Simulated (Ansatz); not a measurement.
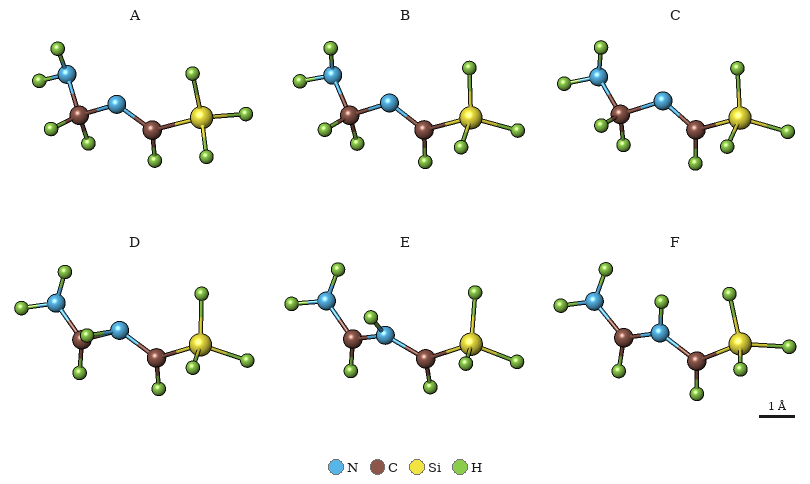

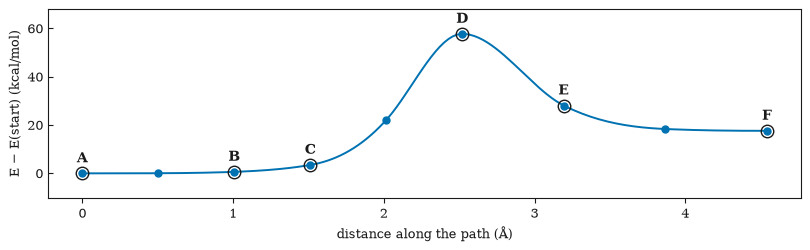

A nudged-elastic-band calculation for C2H8N2Si. Images are numbered from 0 (start) to 8 (end). Frames A to F are images 0, 2, 3, 5, 6, 8. Style: ball-and-stick. Shown at a tilt.

Computed with RKS PBE0-D4/def2-SVP (Ansatz). Set-up: 7 movable images; climbing image; force threshold 0.03 eV/Å; iteration limit 60; starting path through a guess of the saddle point.

Question: What happens along the path, and what is the barrier?

Answer: Forward barrier 57.8 kcal/mol, backward barrier 40.2 kcal/mol, with image 5 at the top; the reaction energy is +17.6 kcal/mol. A hydrogen atom shifts from one atom to another. Breaking: C–H (1.11 → 1.97 Å). Forming: H–N (2.04 → 1.02 Å). The band converged in 16 iterations. The largest component of the band force went from 9.6 to 0.019 eV/Å. The climbing image converged on the top of the path. Its curvatures weren't checked.

Cost: 3.5 min on 2 threads of Intel(R) Xeon(R) Platinum 8488C (Sapphire Rapids), with other jobs on the host, peak memory 0.28 GiB.
